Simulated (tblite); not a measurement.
## C4H8BGa: geometry relaxation (part 4 of 4)

The same run, continued: C4H8BGa; GFN2-xTB geometry optimisation, gas phase (tblite 0.8.0). 

Geometry of the input (Å):
```
B  -1.5103  -1.7934  -0.0347
C  -1.1727  -0.4561  0.7781
Ga -2.1485  1.2481  0.2710
C  0.2444  -0.1366  0.5501
C  1.4259  0.0972  0.3732
C  2.8367  0.3889  0.1127
H  -2.2828  -1.6712  -0.9486
H  -0.6891  -2.6465  -0.1560
H  -1.2940  -0.6232  1.8904
H  -3.4595  1.4865  1.2085
H  -1.4715  2.7448  0.0764
H  3.0586  0.0907  -0.9483
H  3.4758  -0.2063  0.8334
H  2.9863  1.4768  0.2516
```

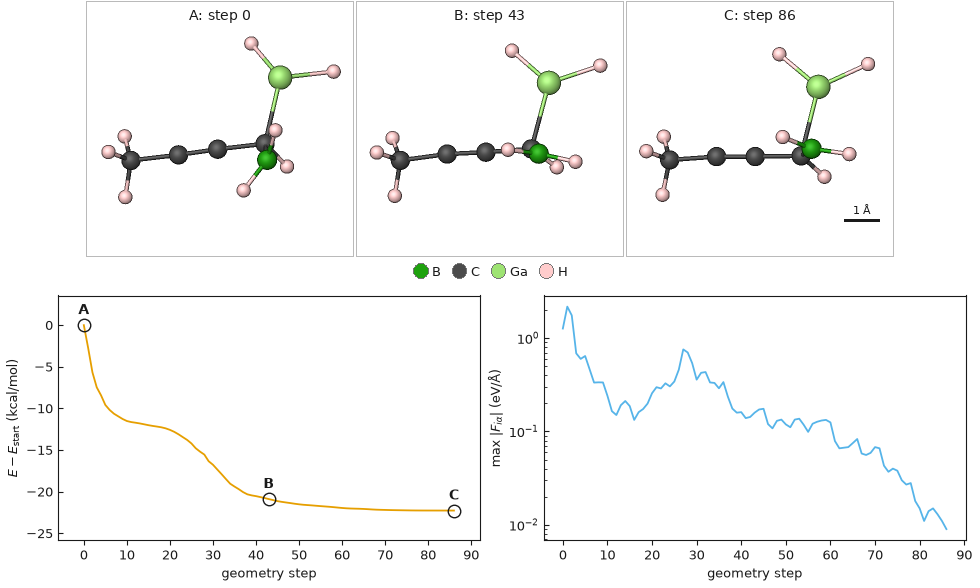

Fig. 1: Frames of the relaxation (ball-and-stick view, seen at a tilt) above the curves, on which the letters mark them (steps are counted from 0).

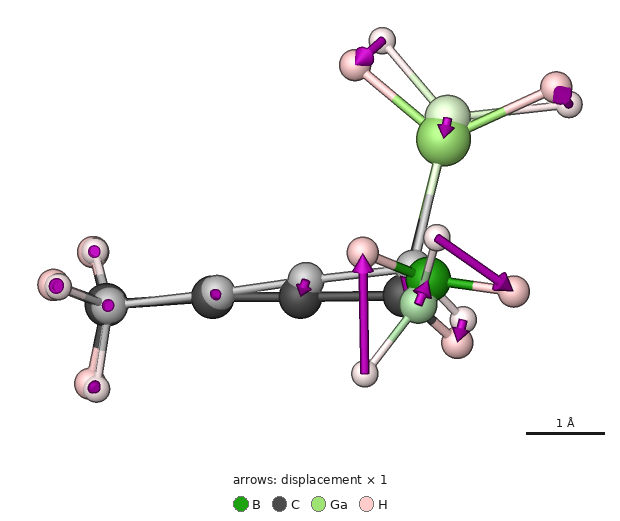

Fig. 2: Start (faint) and end (solid) with the displacements as pink arrows, at true length (ball-and-stick view, seen at a tilt). The two geometries are laid on each other by the best rigid fit. After 86 geometry steps the energy has fallen by 22.3 kcal/mol. Largest force component: 1.3 eV/Å at the start, 0.009 eV/Å at the end. H8 moves most after the best rigid fit: 1.59 Å. Largest moves by element: H 1.59 Å, C 0.37 Å, B 0.36 Å, Ga 0.28 Å. Distances before and after: C2–Ga3 2.028 → 2.109 Å, B1–C2 1.601 → 1.527 Å, Ga3–H11 1.654 → 1.585 Å, C6–H13 1.132 → 1.090 Å. Among the angles that change: B1–C2–Ga3 118.3° → 89.2°, C2–Ga3–H10 111.5° → 127.7°, B1–C2–C4 107.8° → 122.2°. (Atoms are counted from 1 in the order of the input.)
